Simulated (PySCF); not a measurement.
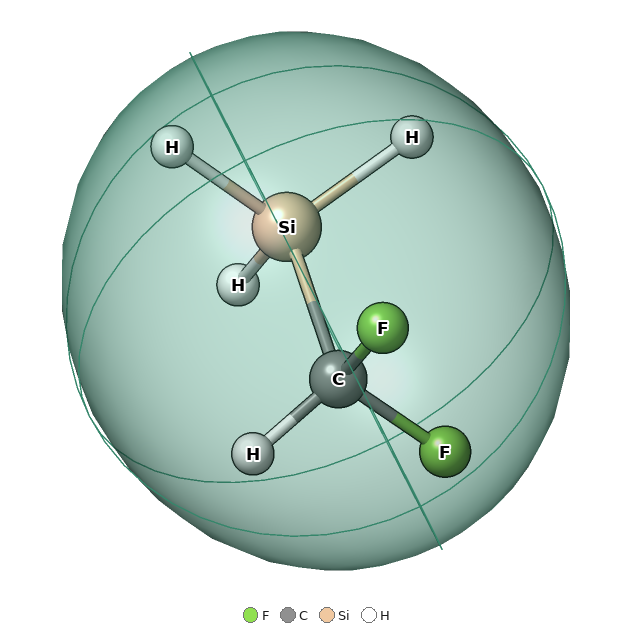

The ellipsoid shows the static dipole polarisability: its half-axes are proportional to the principal values. The computed structure is the end point of a PBE0-D3(BJ)/def2-SVP optimisation. No frequency run is at hand to confirm it as a minimum. Level of theory: B3LYP/def2-SVPD (PySCF 2.14.0).

How large and how anisotropic is the polarisability?

Principal values 41.8, 42.9, 47.5 bohr³; mean 44.1 bohr³ (6.54 Å³); anisotropy 5.2 bohr³, so the longest axis is 1.14 times the shortest.
